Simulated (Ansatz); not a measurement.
Run report: ZrNH$_{2}$Cl$_{3}$, molecular dynamics

The run: molecular dynamics of ZrNH$_{2}$Cl$_{3}$. Method and program: RKS revPBE-d4/def2-SVP (Ansatz 0.2.0).

The geometry comes from this level: PBE0-D4/def2-TZVP. Figures and captions count atoms from 1; the log counts them from 0 in places.

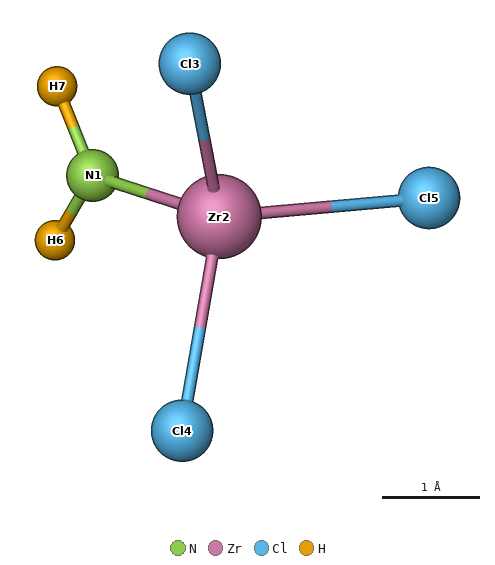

Fig. 1: The starting structure (ball-and-stick view, seen at a tilt; atoms are numbered from 1 in the order of the input). Sticks mark near contacts. Bond lengths as drawn: Cl–Zr 2.34 Å, H–N 1.01 Å and N–Zr 1.99 Å.

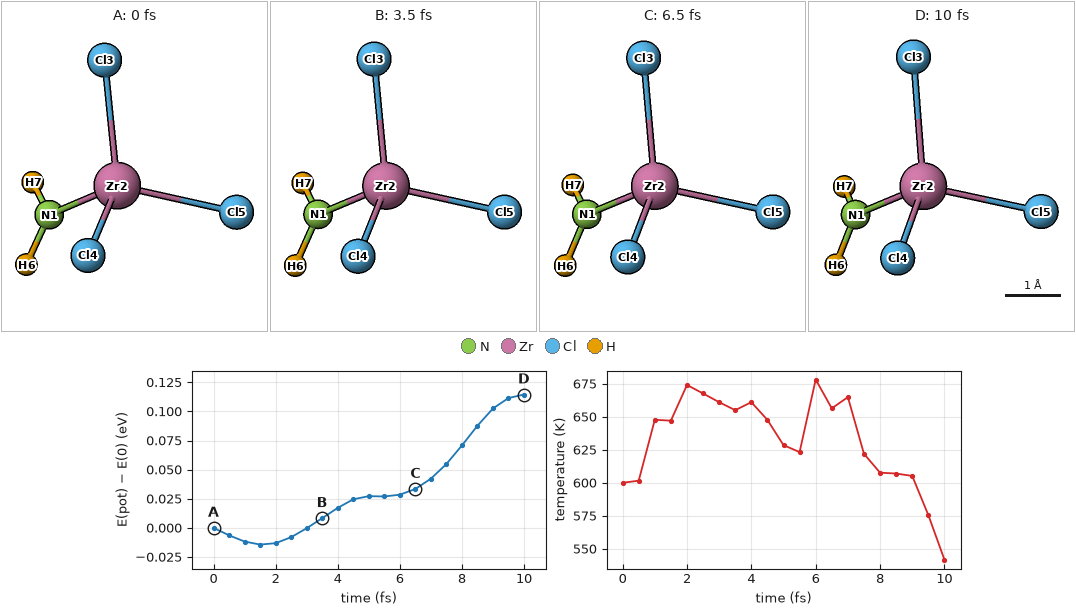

Fig. 2: Frames of the molecular dynamics (ball-and-stick, seen at a tilt) above the curves, on which the letters mark them. The trajectory kept here has 21 frames over 10 fs. The temperature starts at 600 K, ranges from 542 to 678 K and averages 619 K over the second half. The potential energy ends 0.115 eV above its first value. After an unweighted best fit of the last frame on the first, the root-mean-square displacement is 0.11 Å.

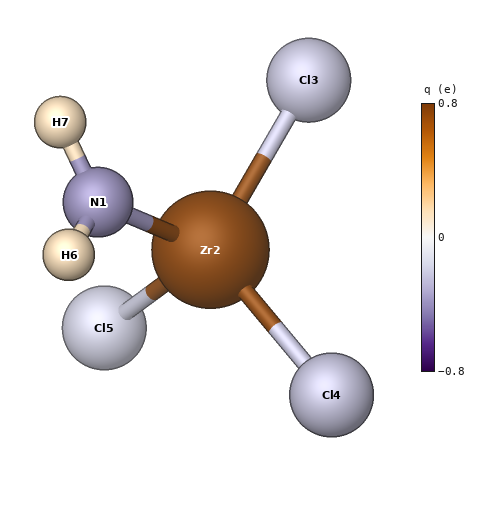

Fig. 3: Mulliken charges, as the colour of each atom (ball-and-stick view, seen at a tilt; atoms are numbered from 1 in the order of the input). By element: N −0.37, Zr +0.76, Cl −0.23 to −0.19 and H +0.13 e.

The input that produced these results follows, with the program's output.

Input file:
```yaml
crystal:
  periodic: [false, false, false]
  atoms:
    - {symbol: N, position_ang: [-0.527491, 0.741236, 0.893396]}
    - {symbol: Zr, position_ang: [0.288270, -0.438662, -0.487702]}
    - {symbol: Cl, position_ang: [1.941482, -1.700817, 0.575353]}
    - {symbol: Cl, position_ang: [-1.441242, -1.695072, -1.429604]}
    - {symbol: Cl, position_ang: [1.267167, 0.903993, -2.140257]}
    - {symbol: H, position_ang: [-1.472583, 1.102426, 0.869559]}
    - {symbol: H, position_ang: [-0.055593, 1.086895, 1.719265]}
basis:
  gaussian: {orbitals: def2-SVP}
hamiltonian: {xc: {name: revPBE}, dispersion: d4}
md: {timestep: 0.5 fs, n_steps: 20, ensemble: nvt_langevin, temperature: 700, initial_velocities: maxwell_boltzmann, friction: 0.01, seed: 682}
```

Run as:
```bash
ansatz run in.yaml --threads 4 --pin off --events-out ev --progress --plain --max-ram 10444MiB
```

Log:
```
Functional definition: revPBE
  name "revPBE"
  cite "Zhang & Yang, Phys. Rev. Lett. 80, 890 (1998) doi:10.1103/PhysRevLett.80.890"
  cite "Perdew, Burke & Ernzerhof, Phys. Rev. Lett. 77, 3865 (1996) doi:10.1103/PhysRevLett.77.3865"
  parameter kappa = 1.245
  parameter beta = 0.06672455060314922
  exchange = pbe_x(kappa = kappa, mu = beta*pi^2/3)
  correlation = pbe_c(beta = beta)
1151 factors; their error is unknown
mean field evaluation 1: about -40350.5449 eV, gradient 6.6e1 eV
mean field evaluation 2: about -40280.0420 eV, gradient 1.6e2 eV
mean field evaluation 4: about -40357.7172 eV, gradient 2.6e1 eV
mean field evaluation 8: about -40359.6109 eV, gradient 1.4e-1 eV
mean field evaluation 16: about -40359.5592 eV, gradient 2.9e-4 eV
mean field -40359.55917699 eV, -1483.1864430628 hartree, gradient 8.0e-6 eV, S^2 0.000000; 0 other end points of the search recorded, 0 dependent functions left out
the calculation of the forces begins
reference -40359.55928366 eV, -1483.1864469826 hartree; 36, 36 occupied and 73, 73 virtual orbitals, 1151 factors
md step     0: t =     0.00 fs  T =   600.0 K  F+E_penalty+E_count = -40360.05504635 eV  E_kin = 0.542892 eV  (29 SCF iters)
these checks for a lower state are left out or cut short: starts, cluster_reference, orbital_swaps, neighbouring_geometries, increment
1151 factors; their error is unknown
mean field -40359.56668481 eV, -1483.1867189700 hartree, gradient 2.4e-5 eV, S^2 0.000000; 0 other end points of the search recorded, 0 dependent functions left out
[... from here on the field's lines of each further geometry are left out, up to the last ...]
md step     1: t =     0.50 fs  T =   601.6 K  F+E_penalty+E_count = -40360.06147920 eV  E_kin = 0.544339 eV  (30 SCF iters, 5 dispersion substeps)
md step     2: t =     1.00 fs  T =   647.7 K  F+E_penalty+E_count = -40360.06681255 eV  E_kin = 0.586070 eV  (30 SCF iters, 5 dispersion substeps)
md step     3: t =     1.50 fs  T =   647.0 K  F+E_penalty+E_count = -40360.06942083 eV  E_kin = 0.585453 eV  (31 SCF iters, 5 dispersion substeps)
md step     4: t =     2.00 fs  T =   674.0 K  F+E_penalty+E_count = -40360.06823978 eV  E_kin = 0.609892 eV  (31 SCF iters, 5 dispersion substeps)
md step     5: t =     2.50 fs  T =   667.6 K  F+E_penalty+E_count = -40360.06308653 eV  E_kin = 0.604097 eV  (30 SCF iters, 5 dispersion substeps)
md step     6: t =     3.00 fs  T =   661.0 K  F+E_penalty+E_count = -40360.05541145 eV  E_kin = 0.598097 eV  (31 SCF iters, 5 dispersion substeps)
md step     7: t =     3.50 fs  T =   655.0 K  F+E_penalty+E_count = -40360.04675465 eV  E_kin = 0.592643 eV  (31 SCF iters, 5 dispersion substeps)
md step     8: t =     4.00 fs  T =   661.0 K  F+E_penalty+E_count = -40360.03792718 eV  E_kin = 0.598111 eV  (31 SCF iters, 5 dispersion substeps)
md step     9: t =     4.50 fs  T =   647.6 K  F+E_penalty+E_count = -40360.03054550 eV  E_kin = 0.585980 eV  (31 SCF iters, 5 dispersion substeps)
md step    10: t =     5.00 fs  T =   628.5 K  F+E_penalty+E_count = -40360.02784544 eV  E_kin = 0.568663 eV  (30 SCF iters, 5 dispersion substeps)
md step    11: t =     5.50 fs  T =   623.3 K  F+E_penalty+E_count = -40360.02811166 eV  E_kin = 0.563934 eV  (31 SCF iters, 5 dispersion substeps)
md step    12: t =     6.00 fs  T =   678.2 K  F+E_penalty+E_count = -40360.02660337 eV  E_kin = 0.613654 eV  (31 SCF iters, 5 dispersion substeps)
md step    13: t =     6.50 fs  T =   656.3 K  F+E_penalty+E_count = -40360.02167904 eV  E_kin = 0.593867 eV  (31 SCF iters, 5 dispersion substeps)
md step    14: t =     7.00 fs  T =   664.9 K  F+E_penalty+E_count = -40360.01285388 eV  E_kin = 0.601593 eV  (30 SCF iters, 5 dispersion substeps)
md step    15: t =     7.50 fs  T =   622.0 K  F+E_penalty+E_count = -40360.00024093 eV  E_kin = 0.562759 eV  (30 SCF iters, 5 dispersion substeps)
md step    16: t =     8.00 fs  T =   607.6 K  F+E_penalty+E_count = -40359.98431553 eV  E_kin = 0.549805 eV  (30 SCF iters, 5 dispersion substeps)
md step    17: t =     8.50 fs  T =   607.0 K  F+E_penalty+E_count = -40359.96736041 eV  E_kin = 0.549229 eV  (30 SCF iters, 5 dispersion substeps)
md step    18: t =     9.00 fs  T =   605.2 K  F+E_penalty+E_count = -40359.95254482 eV  E_kin = 0.547585 eV  (31 SCF iters, 5 dispersion substeps)
md step    19: t =     9.50 fs  T =   575.6 K  F+E_penalty+E_count = -40359.94357741 eV  E_kin = 0.520799 eV  (30 SCF iters, 5 dispersion substeps)
the calculation of the forces begins
reference -40359.46545095 eV, -1483.1829986943 hartree; 36, 36 occupied and 73, 73 virtual orbitals, 1151 factors
1151 factors; their error is unknown
mean field evaluation 192: about -40359.5179 eV, gradient 2.2e-1 eV
mean field -40359.46534497 eV, -1483.1829947995 hartree, gradient 2.0e-5 eV, S^2 0.000000; 1 other end points of the search recorded, 0 dependent functions left out
the calculation of the forces begins
reference -40359.46545095 eV, -1483.1829986943 hartree; 36, 36 occupied and 73, 73 virtual orbitals, 1151 factors
md step    20: t =    10.00 fs  T =   541.9 K  F+E_penalty+E_count = -40359.94054568 eV  E_kin = 0.490281 eV  (30 SCF iters, 5 dispersion substeps)
Total energy: -40359.94065166 eV, -1483.2004619983 hartree
Atom 0 at    -0.478981     0.873686     0.942946 Å, force     0.191059    -0.879452    -1.176774 eV/Å
Atom 1 at     0.270091    -0.437098    -0.480887 Å, force    -0.547809    -0.096629     1.464180 eV/Å
Atom 2 at     1.992514    -1.722742     0.584610 Å, force    -0.422805     0.296111    -0.257984 eV/Å
Atom 3 at    -1.488534    -1.692006    -1.499534 Å, force     0.272984     0.240728     0.221915 eV/Å
Atom 4 at     1.264768     0.836821    -2.130300 Å, force     0.305898     0.390460    -0.511596 eV/Å
Atom 5 at    -1.359983     1.382719     0.925174 Å, force    -0.688582    -0.039719    -0.386572 eV/Å
Atom 6 at     0.009219     1.348047     1.687977 Å, force     0.889255     0.088500     0.646831 eV/Å
Dipole moment:    -0.226655     0.419056     0.360439 e Å
```

Trajectory as extended XYZ (Å, eV, eV/Å), 14 of the 21 frames kept, from step=0 to step=20:
```
7
Properties=species:S:1:pos:R:3:forces:R:3 step=0 time_fs=0.0 energy=-40360.05505 temperature=600.0
N    -0.5275    0.7412    0.8934    0.1776  -0.2838  -0.3016
Zr    0.2883   -0.4387   -0.4877    0.0372  -0.1135  -0.0607
Cl    1.9415   -1.7008    0.5754    0.2636  -0.1840   0.1798
Cl   -1.4412   -1.6951   -1.4296   -0.2851  -0.1830  -0.1454
Cl    1.2672    0.9040   -2.1403    0.1492   0.2318  -0.2524
H    -1.4726    1.1024    0.8696   -0.6363   0.2713   0.0111
H    -0.0556    1.0869    1.7193    0.2939   0.2612   0.5691
7
Properties=species:S:1:pos:R:3:forces:R:3 step=2 time_fs=1.0 energy=-40360.06681 temperature=647.7
N    -0.5204    0.7535    0.8987    0.2880  -0.0698   0.0752
Zr    0.2877   -0.4379   -0.4871   -0.0452  -0.1315   0.1170
Cl    1.9455   -1.7031    0.5772    0.2016  -0.1385   0.1337
Cl   -1.4453   -1.6940   -1.4362   -0.2255  -0.1362  -0.1067
Cl    1.2667    0.8967   -2.1394    0.1752   0.2603  -0.2918
H    -1.4651    1.1279    0.8795   -0.4811   0.1819  -0.0263
H    -0.0442    1.1239    1.7271    0.0871   0.0337   0.0990
7
Properties=species:S:1:pos:R:3:forces:R:3 step=3 time_fs=1.5 energy=-40360.06942 temperature=647.0
N    -0.5165    0.7599    0.9012    0.2195   0.0792   0.2388
Zr    0.2872   -0.4377   -0.4869   -0.0762  -0.1346   0.2116
Cl    1.9479   -1.7043    0.5781    0.1675  -0.1140   0.1089
Cl   -1.4471   -1.6931   -1.4397   -0.2022  -0.1177  -0.0906
Cl    1.2665    0.8930   -2.1388    0.1883   0.2743  -0.3122
H    -1.4643    1.1405    0.8838   -0.2833   0.0904  -0.0385
H    -0.0386    1.1421    1.7313   -0.0135  -0.0776  -0.1180
7
Properties=species:S:1:pos:R:3:forces:R:3 step=5 time_fs=2.5 energy=-40360.06309 temperature=667.6
N    -0.5092    0.7727    0.9057    0.1560   0.3809   0.5745
Zr    0.2862   -0.4374   -0.4867   -0.1245  -0.1523   0.4073
Cl    1.9529   -1.7074    0.5801    0.0915  -0.0592   0.0553
Cl   -1.4505   -1.6916   -1.4465   -0.1596  -0.0829  -0.0613
Cl    1.2664    0.8853   -2.1373    0.2167   0.3059  -0.3580
H    -1.4609    1.1681    0.8893    0.0534  -0.0719  -0.0565
H    -0.0252    1.1794    1.7384   -0.2334  -0.3204  -0.5613
7
Properties=species:S:1:pos:R:3:forces:R:3 step=6 time_fs=3.0 energy=-40360.05541 temperature=661.0
N    -0.5057    0.7792    0.9085    0.1336   0.5087   0.6964
Zr    0.2854   -0.4371   -0.4866   -0.1463  -0.1625   0.5082
Cl    1.9552   -1.7091    0.5812    0.0517  -0.0304   0.0277
Cl   -1.4523   -1.6911   -1.4497   -0.1383  -0.0649  -0.0465
Cl    1.2664    0.8814   -2.1365    0.2307   0.3221  -0.3813
H    -1.4587    1.1822    0.8903    0.1964  -0.1433  -0.0604
H    -0.0189    1.1976    1.7418   -0.3279  -0.4297  -0.7440
7
Properties=species:S:1:pos:R:3:forces:R:3 step=8 time_fs=4.0 energy=-40360.03793 temperature=661.0
N    -0.4989    0.7926    0.9141   -0.0299   0.6959   0.7718
Zr    0.2837   -0.4363   -0.4863   -0.2014  -0.1802   0.7041
Cl    1.9595   -1.7128    0.5829   -0.0263   0.0264  -0.0252
Cl   -1.4564   -1.6902   -1.4560   -0.0903  -0.0258  -0.0151
Cl    1.2663    0.8738   -2.1347    0.2585   0.3538  -0.4280
H    -1.4540    1.2139    0.8948    0.5012  -0.3076  -0.0768
H    -0.0081    1.2270    1.7457   -0.4118  -0.5625  -0.9307
7
Properties=species:S:1:pos:R:3:forces:R:3 step=9 time_fs=4.5 energy=-40360.03055 temperature=647.6
N    -0.4959    0.7995    0.9168   -0.1044   0.7324   0.7447
Zr    0.2829   -0.4359   -0.4860   -0.2335  -0.1902   0.7953
Cl    1.9618   -1.7146    0.5838   -0.0658   0.0548  -0.0511
Cl   -1.4589   -1.6900   -1.4594   -0.0604  -0.0025   0.0036
Cl    1.2664    0.8701   -2.1338    0.2710   0.3680  -0.4495
H    -1.4502    1.2299    0.8981    0.5884  -0.3718  -0.0968
H    -0.0059    1.2386    1.7473   -0.3953  -0.5907  -0.9461
7
Properties=species:S:1:pos:R:3:forces:R:3 step=11 time_fs=5.5 energy=-40360.02811 temperature=623.3
N    -0.4913    0.8130    0.9222   -0.1598   0.5595   0.4261
Zr    0.2811   -0.4356   -0.4856   -0.3048  -0.1938   0.9589
Cl    1.9667   -1.7176    0.5849   -0.1409   0.1086  -0.0986
Cl   -1.4641   -1.6905   -1.4665    0.0057   0.0475   0.0446
Cl    1.2665    0.8633   -2.1326    0.2877   0.3852  -0.4782
H    -1.4360    1.2607    0.9051    0.4907  -0.3978  -0.1600
H    -0.0067    1.2591    1.7407   -0.1786  -0.5092  -0.6927
7
Properties=species:S:1:pos:R:3:forces:R:3 step=12 time_fs=6.0 energy=-40360.02660 temperature=678.2
N    -0.4895    0.8198    0.9249   -0.1954   0.3985   0.1733
Zr    0.2801   -0.4356   -0.4852   -0.3425  -0.1899   1.0317
Cl    1.9692   -1.7188    0.5852   -0.1758   0.1332  -0.1200
Cl   -1.4668   -1.6909   -1.4703    0.0403   0.0730   0.0663
Cl    1.2666    0.8600   -2.1322    0.2934   0.3904  -0.4880
H    -1.4274    1.2760    0.9086    0.3805  -0.3890  -0.2003
H    -0.0091    1.2693    1.7340   -0.0005  -0.4162  -0.4629
7
Properties=species:S:1:pos:R:3:forces:R:3 step=14 time_fs=7.0 energy=-40360.01285 temperature=664.9
N    -0.4862    0.8336    0.9300   -0.2811  -0.0215  -0.4384
Zr    0.2778   -0.4357   -0.4844   -0.4084  -0.1838   1.1657
Cl    1.9746   -1.7207    0.5857   -0.2458   0.1817  -0.1613
Cl   -1.4723   -1.6917   -1.4779    0.1069   0.1225   0.1087
Cl    1.2665    0.8535   -2.1313    0.3025   0.3985  -0.5046
H    -1.4079    1.3081    0.9117    0.1083  -0.3400  -0.2755
H    -0.0136    1.2879    1.7178    0.4176  -0.1574   0.1053
7
Properties=species:S:1:pos:R:3:forces:R:3 step=15 time_fs=7.5 energy=-40360.00024 temperature=622.0
N    -0.4849    0.8404    0.9326   -0.2923  -0.2800  -0.7622
Zr    0.2766   -0.4358   -0.4840   -0.4388  -0.1736   1.2272
Cl    1.9775   -1.7215    0.5857   -0.2790   0.2042  -0.1803
Cl   -1.4751   -1.6919   -1.4819    0.1387   0.1457   0.1296
Cl    1.2664    0.8506   -2.1309    0.3049   0.3996  -0.5089
H    -1.3983    1.3217    0.9127   -0.0608  -0.2865  -0.3053
H    -0.0145    1.2964    1.7094    0.6273  -0.0093   0.3999
7
Properties=species:S:1:pos:R:3:forces:R:3 step=17 time_fs=8.5 energy=-40359.96736 temperature=607.0
N    -0.4825    0.8537    0.9368   -0.1633  -0.7507  -1.2258
Zr    0.2742   -0.4366   -0.4829   -0.4886  -0.1411   1.3280
Cl    1.9835   -1.7221    0.5854   -0.3381   0.2420  -0.2126
Cl   -1.4806   -1.6917   -1.4893    0.1952   0.1853   0.1675
Cl    1.2661    0.8448   -2.1306    0.3050   0.3957  -0.5098
H    -1.3780    1.3474    0.9179   -0.4694  -0.1336  -0.3699
H    -0.0122    1.3142    1.6956    0.9593   0.2024   0.8226
7
Properties=species:S:1:pos:R:3:forces:R:3 step=18 time_fs=9.0 energy=-40359.95255 temperature=605.2
N    -0.4816    0.8604    0.9387   -0.0511  -0.8992  -1.3223
Zr    0.2728   -0.4369   -0.4822   -0.5099  -0.1246   1.3736
Cl    1.9866   -1.7224    0.5850   -0.3670   0.2603  -0.2278
Cl   -1.4834   -1.6918   -1.4928    0.2219   0.2040   0.1859
Cl    1.2658    0.8420   -2.1304    0.3045   0.3931  -0.5094
H    -1.3696    1.3598    0.9210   -0.6315  -0.0674  -0.3919
H    -0.0081    1.3245    1.6907    1.0329   0.2338   0.8919
7
Properties=species:S:1:pos:R:3:forces:R:3 step=20 time_fs=10.0 energy=-40359.94055 temperature=541.9
N    -0.4790    0.8737    0.9429    0.1911  -0.8795  -1.1768
Zr    0.2701   -0.4371   -0.4809   -0.5478  -0.0966   1.4642
Cl    1.9925   -1.7227    0.5846   -0.4228   0.2961  -0.2580
Cl   -1.4885   -1.6920   -1.4995    0.2730   0.2407   0.2219
Cl    1.2648    0.8368   -2.1303    0.3059   0.3905  -0.5116
H    -1.3600    1.3827    0.9252   -0.6886  -0.0397  -0.3866
H     0.0092    1.3480    1.6880    0.8893   0.0885   0.6468
```

Key numbers:

| quantity | value |
| --- | --- |
| outcome | finished |
| mean temperature over the second half | 619 K |
| trajectory | 20 steps, 10 fs |
| ensemble | nvt_langevin |
| temperature in the input | 700 K |
| time step | 0.5 fs |
| potential energy (last step) | −40359.9407 eV |
| mean-field energy (last step) | −40359.4655 eV |
| dispersion energy (last step) | −0.4752 eV |
| SCF solution under orbital rotations (last step) | stable |
| largest force (length of the vector) (last step) | 1.566 eV/Å |
| dipole moment (last step) | 2.87 D |
| hardware | 4 threads of Intel Xeon @ 2.50GHz, 180 GiB of memory available, shared host |
| wall time | 96 s (CPU time 3.3 min) |
| peak memory | 0.18 GiB |

Notes:

So short a trajectory is not equilibrated. The logged temperature at the start can lie below the typed one, since it is counted over all degrees of freedom.
